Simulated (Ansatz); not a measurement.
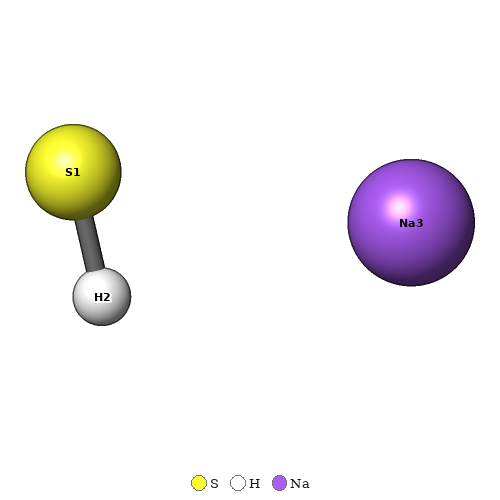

The system is S + HNa, spin multiplicity 3; the picture shows the reference structure. 
- First axis: distance S1–H2. Second axis: distance H2–Na3.
- Nothing is relaxed (the angle S1–H2–Na3 is fixed at 90 degrees).
- The grid has 17 × 17 points.
- All energies are given in kJ/mol relative to the lowest grid point.
- These are results of Ansatz 0.2.0, UKS PBE0-D4/def2-SVPD, not measurements.

Its coordinates:

```yaml
atoms:
  - { symbol: S, position_ang: [-1.3150, 0.0000, 0.0000] }
  - { symbol: H, position_ang: [0.0000, 0.0000, 0.0000] }
  - { symbol: Na, position_ang: [0.0000, 3.2570, 0.0000] }
```

Range: distance S1–H2 from 1.088 to 3.088 Å; distance H2–Na3 from 1.576 to 3.576 Å.

### What landscape does the calculation give?

The lowest grid point is at distance S1–H2 = 1.315 Å, distance H2–Na3 = 3.257 Å. The highest grid point, distance S1–H2 = 1.088 Å, distance H2–Na3 = 1.576 Å, lies 479 kJ/mol above the lowest.

| distance H2–Na3 ↓, distance S1–H2 → | 1.142 | 1.315 | 1.529 | 1.771 | 2.035 | 2.317 | 2.615 | 2.927 |
| --- | --- | --- | --- | --- | --- | --- | --- | --- |
| 3.576 | 83 | 0 | 26 | 104 | 174 | 221 | 248 | 265 |
| 3.257 | 83 | 0 | 24 | 95 | 155 | 194 | 219 | 239 |
| 2.952 | 87 | 2 | 23 | 84 | 132 | 163 | 187 | 210 |
| 2.662 | 95 | 9 | 24 | 72 | 106 | 131 | 156 | 179 |
| 2.388 | 111 | 21 | 27 | 61 | 85 | 107 | 129 | 152 |
| 2.135 | 143 | 45 | 37 | 53 | 68 | 87 | 112 | 135 |
| 1.906 | 203 | 90 | 62 | 59 | 64 | 80 | 103 | 127 |
| 1.710 | 299 | 162 | 109 | 86 | 80 | 92 | 114 | 138 |
| 1.576 | 395 | 243 | 165 | 124 | 110 | 118 | 139 | 163 |

The table holds every second grid line.

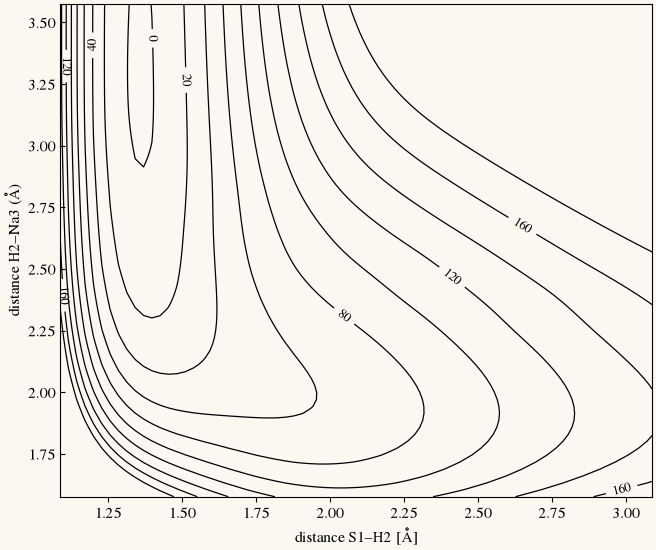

The picture shows contour lines labelled in kJ/mol (none above 180). Between grid points the surface is interpolated.

Time for the 289 points that were run: 23 min on 1 thread of Arm Neoverse V1, on a shared host.
